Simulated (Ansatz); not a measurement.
```yaml
crystal:
  lattice:
    - [3.28200, 0.00000, 0.00000]
    - [-1.64100, 2.84230, 0.00000]
    - [0.00000, 0.00000, 2.76619]
  atoms:
    - { symbol: Ag, position: [0.33333, 0.66667, 0.50000] }
    - { symbol: B, position: [0.00000, 0.00000, 0.00000] }
```

Space group P-6m2; a structure generated by program, which may or may not match a known phase.

The calculation used DFT PBE, scalar-relativistic, plane waves, PAW in Ansatz 0.2.0.

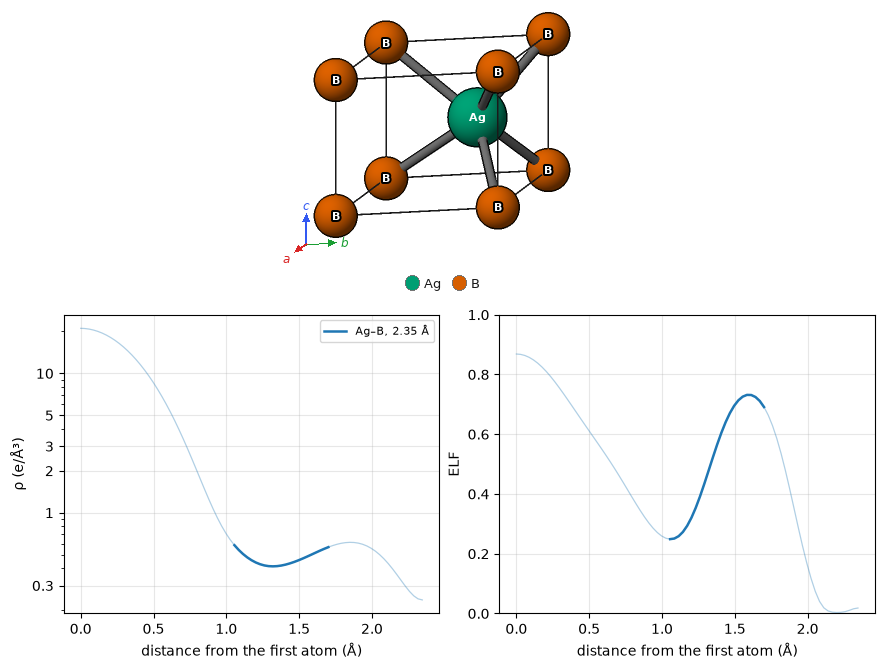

AgB. Valence electron density and electron localisation function along straight lines between neighbouring atoms. Thin, pale parts lie inside the atomic spheres. The structure is drawn too.

Core electrons are frozen (PAW), and the valence fields are smoothed inside the atomic spheres.

Q: What can be read from the curves?

A: Ag–B (2.35 Å): ρ at the midpoint is about 0.46 e/Å³; the ELF peaks at about 0.75 in the valence shell of B, 0.8 Å from its nucleus, and is about 0.30 at the midpoint.
